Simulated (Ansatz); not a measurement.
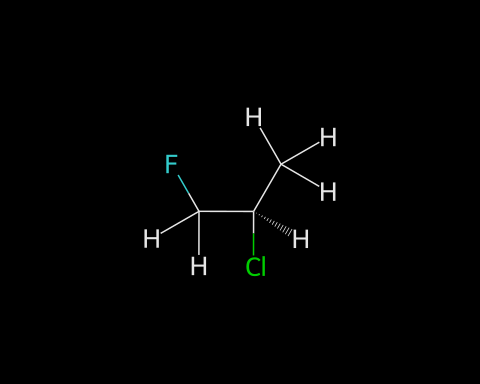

The computed structure is the end point of a PBE0-D4/def2-TZVP optimisation. Program: Ansatz 0.2.0.

At this fixed geometry, give dipole (D), HOMO energy (eV) at these levels: B3LYP-D4/def2-TZVPP; PBE-D4/def2-TZVPP; r2SCAN-D4/def2-TZVPP; ωB97M-V/def2-TZVPP.

```
               level  dipole (D)  HOMO energy (eV)
 B3LYP-D4/def2-TZVPP        0.48             −8.40
   PBE-D4/def2-TZVPP        0.51             −7.22
r2SCAN-D4/def2-TZVPP        0.56             −7.55
  ωB97M-V/def2-TZVPP        0.48            −10.98
```
